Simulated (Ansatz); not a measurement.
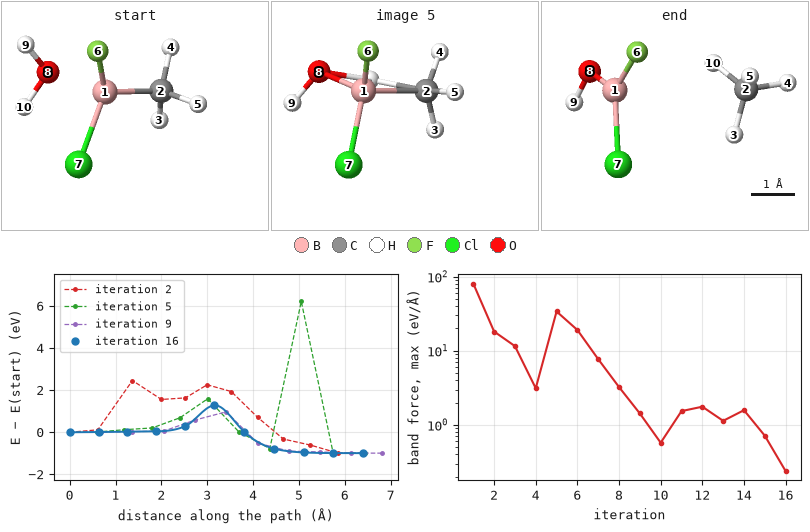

NEB run on CH₅BClFO. Images are numbered from 0 (start) to 10 (end). The plot follows the band through its iterations. The picture is a ball-and-stick view, seen at a tilt.

Level of theory: RKS PBE-D4/def2-mTZVP (Ansatz). Run with 9 movable images; climbing image; force threshold 0.5 eV/Å; iteration limit 60; starting path through a guess of the saddle point.

Question: How did the profile develop, and is the result final?

Answer: The run met only a loose threshold, so the barrier can't be trusted yet. The band converged in 16 iterations. The largest component of the band force went from 81 to 0.24 eV/Å. The climbing image converged on the top of the path. Its curvatures weren't checked. The force threshold is so loose that the height of the top is at best an upper bound. The first iteration put the highest image at 11.95 eV. The energy climbs by 1.28 eV to image 5 and then falls by 2.27 eV, so the end point sits at −0.99 eV.
